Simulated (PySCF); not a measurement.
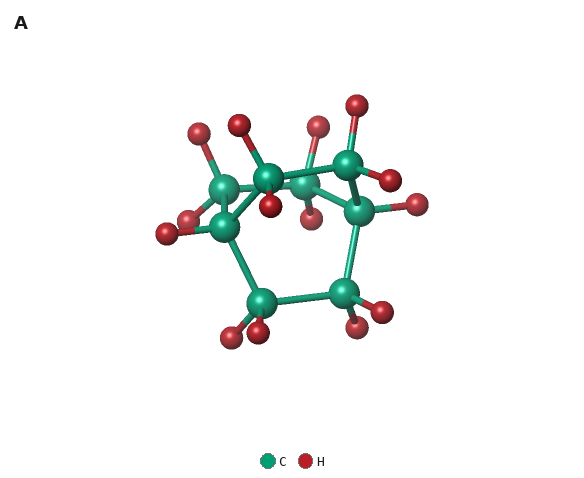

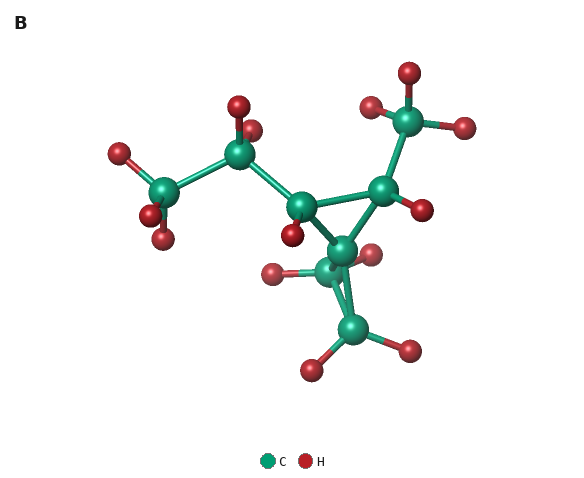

2 stationary structures of one formula. Geometries: PBE0-D3(BJ)/def2-SVP. Electronic energies: PBE0-D3(BJ)/def2-SVP (PySCF 2.14.0), without zero-point energy. No frequency run is at hand to confirm each as a minimum. Each is one conformer, not always the lowest.

Question: Are they conformers, stereoisomers or constitutional isomers?

Answer: They are constitutional isomers of C8H14: A `C1CC2CCC1CC2`, B `CC[C@@H]1[C@H](C)C12CC2`.

Question: Which structure is the most stable?

Answer: A is lowest; B lies 2.138 eV above it.
